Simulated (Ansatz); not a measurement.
Electronic density of states of amorphous IGZO (In12Ga6Zn6O33), density 5.43 g/cm³, on a 2×2×2 Γ-centred mesh with a Gaussian width of 0.1 eV; energies count from the Fermi level, whose place inside the gap is arbitrary. Cell and mesh are small, so fine structure isn't converged. All values below come from PBE, scalar-relativistic without spin-orbit coupling (plane waves to 420 eV, PAW; Ansatz, an electronic-structure program). Sampling: a 2×2×2 Γ-centred mesh; Fermi-Dirac width 0.02 eV; no spin polarisation. At PBE the levels at the filled edge of the gap are localised (band-tail or defect states).

It comes from a melt-quench run on a machine-learned potential (CHGNet), relaxed afterwards by DFT. O atoms were pushed apart under 1.9 Å during the dynamics, to hinder bonds among them. The hot cell started wider than the set density and was brought back towards it in steps. It is the lowest in DFT energy of 2 quenches. It is a model cell: composition and starting density were chosen by hand, and all elements were melted together. No dispersion term was used. A short ab initio anneal came between quench and relaxation. Its density started from a set value of 5.43 and ended at 5.43 g/cm³. The quench (nominally 340 K/ps over its main leg) was far faster than any real one, so the model tends to hold more defects than a real film. Values belong to this one cell and scatter from quench to quench. The volume was held where the preparation left it, at a PBE pressure of -1.7 GPa (tension). Stress components on the final sampling reach 5.2 GPa.

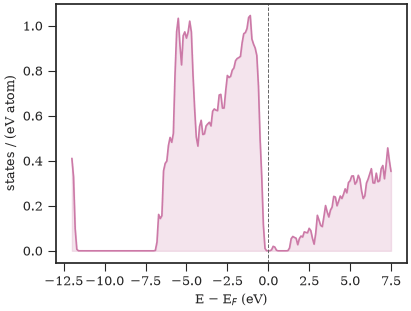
*Density of states per atom*

The level gap on this mesh is 0.70 eV; the broadening fills part of it in the curve.
